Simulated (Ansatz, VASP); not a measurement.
# Cross-check of BN between VASP and Ansatz, part 2 of 2

One calculation is typed for both programs; each brings its own data sets. How far apart do they land? The cell is taken from a series of VASP runs on this material, whose earlier steps may have relaxed, scaled or displaced it; both programs get it as it stands. Valence electrons are named where the data sets of a main pair hold unlike numbers.

VASP 6.6.1 and Ansatz 0.2.0.

So far: The starting structure; Ansatz: band structure, HSE06.

## (3) VASP: band structure, HSE06

Level of this step: HSE06; plane waves and PAW (N, B) (VASP).

The same cell, functional, mesh and smearing now go to VASP, with its own data sets.

Lines of VASP's logs that name or quote its potential files are left out, and so is its time.

The run reads the wave functions of an earlier VASP run, which isn't shown here.

INCAR

```
SYSTEM = BN
PREC = Accurate
ENCUT = 460
EDIFF = 1E-06
NELM = 100
ISMEAR = 0
SIGMA = 0.03
LREAL = .FALSE.
ALGO = Normal
LHFCALC = .TRUE.
AEXX = 0.25
GGA = PE
HFSCREEN = 0.2
LASPH = .TRUE.
NBANDS = 14
PRECFOCK = Fast
LORBIT = 11
LWAVE = .FALSE.
LCHARG = .FALSE.
KPAR = 8
```

POSCAR

```
BN
1.0
    2.5039900000      0.0000000000      0.0000000000
   -1.2519950000      2.1685189508      0.0000000000
    0.0000000000      0.0000000000      6.6612000000
N B
2 2
Direct
    0.6666666667      0.3333333333      0.2500000000
    0.3333333333      0.6666666667      0.7500000000
    0.6666666667      0.3333333333      0.7500000000
    0.3333333333      0.6666666667      0.2500000000
```

KPOINTS

```
Automatic mesh
0
Gamma
7 7 2
0 0 0
```

KPOINTS_OPT

```
Line mode
10
Line-mode
Reciprocal
  0.00000000   0.00000000   0.00000000 GAMMA
  0.50000000   0.00000000   0.00000000 M

  0.50000000   0.00000000   0.00000000 M
  0.33333333   0.33333333   0.00000000 K

  0.33333333   0.33333333   0.00000000 K
  0.00000000   0.00000000   0.00000000 GAMMA

  0.00000000   0.00000000   0.00000000 GAMMA
  0.00000000   0.00000000   0.50000000 A

  0.00000000   0.00000000   0.50000000 A
  0.50000000   0.00000000   0.50000000 L

  0.50000000   0.00000000   0.50000000 L
  0.33333333   0.33333333   0.50000000 H

  0.33333333   0.33333333   0.50000000 H
  0.00000000   0.00000000   0.50000000 A

  0.50000000   0.00000000   0.50000000 L
  0.50000000   0.00000000   0.00000000 M

  0.33333333   0.33333333   0.00000000 K
  0.33333333   0.33333333   0.50000000 H
```

The projector-augmented-wave data sets are N and B (PBE family, release 64).

Run with:

```sh
mpirun -np 8 vasp_std
```

Numbers of over 12 decimals in the logs are rounded to 6 here.

Log:

```text
[banner, memory and clock lines left out]
running    8 mpi-ranks, on    1 nodes
 distrk:  each k-point on    1 cores,    8 groups
 distr:  one band on    1 cores,    1 groups

 POSCAR found type information on POSCAR N B
 POSCAR found :  2 types and       4 ions
|                                                                             |
|           W    W    AA    RRRRR   N    N  II  N    N   GGGG   !!!           |
|           W    W   A  A   R    R  NN   N  II  NN   N  G    G  !!!           |
|           W    W  A    A  R    R  N N  N  II  N N  N  G       !!!           |
|           W WW W  AAAAAA  RRRRR   N  N N  II  N  N N  G  GGG   !            |
|           WW  WW  A    A  R   R   N   NN  II  N   NN  G    G                |
|           W    W  A    A  R    R  N    N  II  N    N   GGGG   !!!           |
|                                                                             |
|     For optimal performance we recommend to set                             |
|       NCORE = 2 up to number-of-cores-per-socket                            |
|     NCORE specifies how many cores store one orbital (NPAR=cpu/NCORE).      |
|     This setting can greatly improve the performance of VASP for DFT.       |
|     The default, NCORE=1 might be grossly inefficient on modern             |
|     multi-core architectures or massively parallel machines. Do your        |
|     Unfortunately you need to use the default for GW and RPA                |
|     calculations (for HF NCORE is supported but not extensively tested      |
|     yet).                                                                   |
|                                                                             |

 LDA part: xc-table for (Slater+PW92), standard interpolation
 found WAVECAR, reading the header
 POSCAR, INCAR and KPOINTS ok, starting setup
 FFT: planning ... GRIDC
 FFT: planning ... GRID_SOFT
 FFT: planning ... GRID
 reading WAVECAR
 the WAVECAR file was read successfully
 initial charge from wavefunction
 entering main loop
       N       E                     dE             d eps       ncg     rms          rms(c)
DAV:   1    -0.408492451260E+02   -0.40849E+02   -0.77638E-01   448   0.103E+01    0.988E-01
DAV:   2    -0.408525806129E+02   -0.33355E-02   -0.29640E-02   538   0.143E+00    0.644E-01
DAV:   3    -0.408488402052E+02    0.37404E-02   -0.72865E-03   538   0.647E-01    0.367E-01
DAV:   4    -0.408487821309E+02    0.58074E-04   -0.11559E-03   514   0.257E-01    0.230E-01
DAV:   5    -0.408486400167E+02    0.14211E-03   -0.62863E-05   526   0.760E-02    0.132E-01
DAV:   6    -0.408485909136E+02    0.49103E-04   -0.58360E-05   514   0.672E-02    0.702E-02
DAV:   7    -0.408485816379E+02    0.92758E-05   -0.10116E-05   520   0.305E-02    0.391E-02
DAV:   8    -0.408485792630E+02    0.23749E-05   -0.17810E-06   376   0.143E-02    0.229E-02
DAV:   9    -0.408485792655E+02   -0.25383E-08   -0.10899E-06   338   0.108E-02
   1 F= -.40848579E+02 E0= -.40848579E+02  d E =-.460133E-21
 Start KPOINTS_OPT (optional k-point list driver)
k-point batch [1-16\90]
       N       E                     dE             ncg
DAV:   1    -0.109933776177E+03   -0.78776E+04      448
DAV:   2    -0.150518268477E+04   -0.13952E+04      564
DAV:   3    -0.161241757482E+04   -0.10723E+03      544
DAV:   4    -0.161383517114E+04   -0.14176E+01      598
DAV:   5    -0.161385248126E+04   -0.17310E-01      598
DAV:   6    -0.161385269097E+04   -0.20971E-03      580
DAV:   7    -0.161385269469E+04   -0.37179E-05      460
DAV:   8    -0.161385269480E+04   -0.11327E-06      428
[...]
k-point batch [81-90\90]
       N       E                     dE             ncg
DAV:   1     0.415124633484E+04   -0.83362E+04      280
DAV:   2     0.338558274657E+04   -0.76566E+03      370
DAV:   3     0.333544676143E+04   -0.50136E+02      352
DAV:   4     0.333480489254E+04   -0.64187E+00      340
DAV:   5     0.333480069858E+04   -0.41940E-02      340
DAV:   6     0.333480066382E+04   -0.34761E-04      334
DAV:   7     0.333480066347E+04   -0.34650E-06      260
```

OUTCAR, selected parts (step 3):

```text
ion  position               nearest neighbor table
   1  0.667  0.333  0.250-   4 1.45   4 1.45   4 1.45
   2  0.333  0.667  0.750-   3 1.45   3 1.45   3 1.45
   3  0.667  0.333  0.750-   2 1.45   2 1.45   2 1.45
   4  0.333  0.667  0.250-   1 1.45   1 1.45   1 1.45

  LATTYP: Found a hexagonal cell.
 ALAT       =     2.5039900000
 C/A-ratio  =     2.6602342661

 Subroutine GETGRP returns: Found 24 space group operations
 (whereof 12 operations were pure point group operations)

The static configuration has the point symmetry D_3d.
 The point group associated with its full space group is D_6h.

 Found     16 irreducible k-points:

   k-points           NKPTS =     16   k-points in BZ     NKDIM =     98   number of bands    NBANDS=     14

   dimension x,y,z NGX =    18 NGY =   18 NGZ =   48
   dimension x,y,z NGXF=    36 NGYF=   36 NGZF=   96

   ENCUT  =  460.0 eV  33.81 Ry    5.81 a.u.   4.38  4.38 11.65*2*pi/ulx,y,z

   NELECT =      16.0000    total number of electrons

 k-points in reciprocal lattice and weights: Automatic mesh
   0.00000000  0.00000000  0.00000000       0.010
   0.14285714  0.00000000  0.00000000       0.061
   0.28571429  0.00000000  0.00000000       0.061
   0.42857143 -0.00000000  0.00000000       0.061
   0.14285714  0.14285714  0.00000000       0.061
   0.28571429  0.14285714  0.00000000       0.122
   0.42857143  0.14285714  0.00000000       0.061
   0.28571429  0.28571429  0.00000000       0.061
   0.00000000  0.00000000  0.50000000       0.010
[...]
0.42857143  0.14285714  0.50000000       0.061
   0.28571429  0.28571429  0.50000000       0.061

  exchange ACFDT corr.  =         0.00000000  see jH, gK, PRB 81, 115126

 average (electrostatic) potential at core
       1 -59.8038       2 -59.8038       3 -26.0664       4 -26.0664

 E-fermi :   1.5905

 k-point     1 :       0.0000    0.0000    0.0000
  band No.  band energies     occupation
    ...
      4      -3.0930      2.00000
      5      -0.1491      2.00000
      6      -0.1490      2.00000
      7      -0.1101      2.00000
      8      -0.1100      2.00000
      9       7.8605      0.00000
     10      13.4514      0.00000
     11      14.7459      0.00000
     12      14.7460      0.00000
     13      14.8841      0.00000
    ...

 k-point     2 :       0.1429    0.0000    0.0000
  band No.  band energies     occupation
    ...
      4      -2.5511      2.00000
      5      -1.7888      2.00000
      6      -1.7474      2.00000
      7      -0.8925      2.00000
      8      -0.8426      2.00000
      9       8.5598      0.00000
     10      13.1528      0.00000
     11      14.2403      0.00000
     12      14.6738      0.00000
     13      15.1193      0.00000
    ...

 k-point     3 :       0.2857    0.0000    0.0000
  band No.  band energies     occupation
    ...
      4      -5.0437      2.00000
      5      -3.0170      2.00000
      6      -2.2232      2.00000
      7      -2.1607      2.00000
      8      -1.0468      2.00000
      9      10.2624      0.00000
     10      11.1107      0.00000
     11      11.7686      0.00000
     12      13.4698      0.00000
     13      14.4551      0.00000
    ...

  energy-cutoff  :      460.00
  volume of cell :       36.17
      direct lattice vectors                 reciprocal lattice vectors
     2.503990000  0.000000000  0.000000000     0.399362617  0.230572115  0.000000000
    -1.251995000  2.168518951  0.000000000     0.000000000  0.461144229  0.000000000
     0.000000000  0.000000000  6.661200000     0.000000000  0.000000000  0.150123101

 POSITION                                       TOTAL-FORCE (eV/Angst)
 -----------------------------------------------------------------------------------
      1.25200      0.72284      1.66530        -0.000000      0.000000      0.000000
     -0.00000      1.44568      4.99590         0.000000      0.000000      0.000000
      1.25200      0.72284      4.99590        -0.000000     -0.000000     -0.000000
     -0.00000      1.44568      1.66530        -0.000000     -0.000000     -0.000000
 -----------------------------------------------------------------------------------
    total drift:                               -0.000000      0.000000     -0.000000

  FREE ENERGIE OF THE ION-ELECTRON SYSTEM (eV)
  ---------------------------------------------------
  free  energy   TOTEN  =       -40.8485792655 eV

  energy  without entropy=      -40.8485792655  energy(sigma->0) =      -40.84857927

 total charge
# of ion       s       p       d       tot
------------------------------------------
    1        1.233   2.797   0.000   4.031
    2        1.233   2.797   0.000   4.031
    3        0.750   1.410   0.000   2.160
    4        0.750   1.410   0.000   2.160
--------------------------------------------------
tot          3.967   8.415   0.000  12.382

[... 3 further parts left out ...]
```

## (4) Comparison

Known differences besides the potentials themselves: exact exchange at q = 0 is treated differently, which shows on coarse meshes; VASP keeps PBE cores, Ansatz makes them for the functional; the cutoff is 420 eV in Ansatz and 460 eV in VASP; VASP takes a coarser grid for exact exchange (PRECFOCK = Fast). Total energies have different zeros and are not compared.

Both answers:

```tsv
quantity	Ansatz	VASP	difference
gap over the path points (eV)	5.588	5.578	+0.010
```

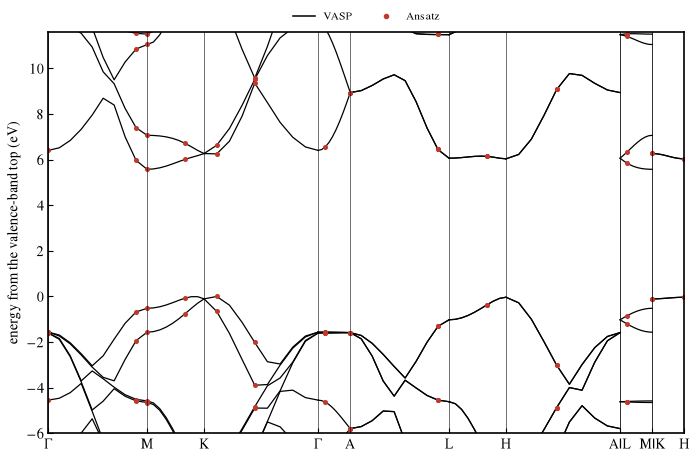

Bands from VASP (lines) and levels from Ansatz (dots). Dots without a line are higher empty bands that the VASP plot leaves out.

Levels at points of the path, from each program's valence-band top (eV; 4 filled, then empty):

```tsv
k (reciprocal lattice)	Ansatz	VASP
0.000 0.000 0.000	-1.61 -1.61 -1.57 -1.57 6.41 11.99 13.31	-1.60 -1.60 -1.56 -1.56 6.41 12.00 13.29
0.444 0.000 0.000	-4.59 -4.52 -1.94 -0.68 5.98 7.41 10.86	-4.58 -4.51 -1.94 -0.68 5.97 7.40 10.85
0.500 0.000 0.000	-4.66 -4.59 -1.56 -0.52 5.59 7.08 11.05	-4.65 -4.58 -1.57 -0.52 5.58 7.07 11.05
0.389 0.222 0.000	-6.94 -6.86 -0.76 -0.07 6.02 6.72 13.00	-6.94 -6.86 -0.76 -0.07 6.01 6.72 12.99
0.296 0.296 0.000	-7.54 -7.50 -0.66 0.00 6.26 6.64 12.40	-7.54 -7.50 -0.66 0.00 6.25 6.63 12.40
0.185 0.185 0.000	-4.90 -4.84 -3.89 -2.02 9.36 9.52 9.57	-4.89 -4.83 -3.90 -2.02 9.36 9.52 9.58
0.000 0.000 0.111	-1.61 -1.61 -1.57 -1.57 6.56 11.74 13.32	-1.60 -1.60 -1.57 -1.57 6.56 11.75 13.30
0.000 0.000 0.500	-1.59 -1.59 -1.59 -1.59 8.94 8.94 13.38	-1.58 -1.58 -1.58 -1.58 8.94 8.94 13.36
0.444 0.000 0.500	-4.56 -4.56 -1.31 -1.31 6.45 6.45 11.49	-4.55 -4.55 -1.31 -1.31 6.44 6.44 11.49
0.389 0.222 0.500	-6.90 -6.90 -0.36 -0.36 6.15 6.15 13.84	-6.90 -6.90 -0.36 -0.36 6.15 6.15 13.85
```

Among the levels compared at these points, filled levels agree within 9 meV and empty ones within 20 meV.

## (5) Summary of results

| Item | Value |
| --- | --- |
| largest difference of a filled level at the path points (band structure, HSE06) | 9.2 meV |

**Reading.** The largest difference of a filled level at the path points is 9.2 meV (band structure, HSE06), within the 80 meV picked in this series as the mark of a large difference. How closely two codes agree says nothing of how well the functional describes the real material.

[Lines on the potential files, build, host, timing and source positions are cut from VASP's logs without a mark.]

[Logs are printed without paths, hosts, clocks, repeated set-up lines and the standing remarks that a program may print on its own settings, such as how far it seeks lower states.]

[Hosts, paths, dates, database ids (printed as entryN), source tags and the programs' standing remarks are cut or masked in the printed files.]
